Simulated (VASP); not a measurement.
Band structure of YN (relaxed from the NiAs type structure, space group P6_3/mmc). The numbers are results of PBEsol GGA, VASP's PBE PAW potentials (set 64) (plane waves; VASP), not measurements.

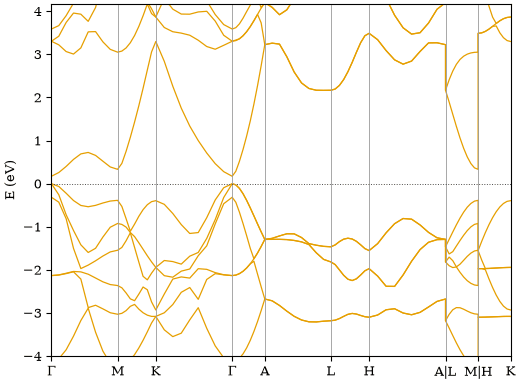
Fig. 1. Bands along high-symmetry lines, zero at the valence-band maximum or, without a gap, the Fermi level

Task: Read the plot: is there a gap, and where are the band edges?

Result: The gap is direct, 0.17 eV, from the valence maximum at Γ to the conduction minimum at Γ. (Edges off the drawn lines would not show.)

The structure was generated: YN was put into the NiAs type type (P6_3/mmc), which need not be its known phase. It was relaxed first, which changed the volume by -32 %.
